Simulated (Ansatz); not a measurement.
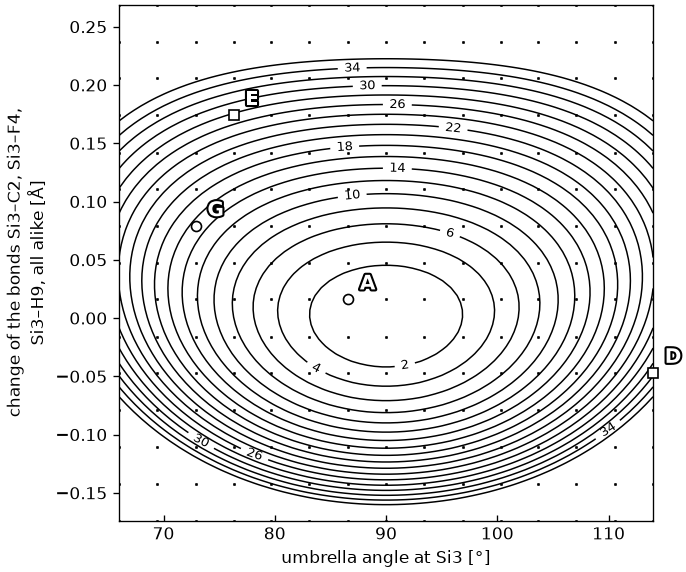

CH₅FSi₂, SMILES F[SiH]=C[SiH3]. 
- The first coordinate is: umbrella angle at Si3 (between each of its bonds and their common axis; 90 is planar); the second: change of the bonds Si3–C2, Si3–F4, Si3–H9, all alike.
- Nothing is relaxed (all other coordinates rigid).
- The scan uses a 15 × 15 grid.
- Points are written as (first, second).
- All energies are given in kcal/mol relative to the relaxed molecule at the same level.
- These are results of RKS B3LYP-D4/def2-TZVP (Ansatz 0.2.0), not measurements.

The picture shows contour lines labelled in kcal/mol (none above 36), dots at the grid points, lettered points. Between grid points the surface is interpolated.

> Is E the lowest point of the computed grid?

No. E lies 27.4 kcal/mol above the lowest grid point, which is at (90.0°, 0.016 Å).

> Rank the lettered points by energy, lowest first.

A (0.7 kcal/mol), G (15.3 kcal/mol), E (27.6 kcal/mol), D (31.5 kcal/mol).

> What kind of point is each of E, G: minimum, saddle, maximum or slope?

E: on a slope; G: on a slope. (In these two coordinates alone; a stationary point may lie a little off the grid point.)
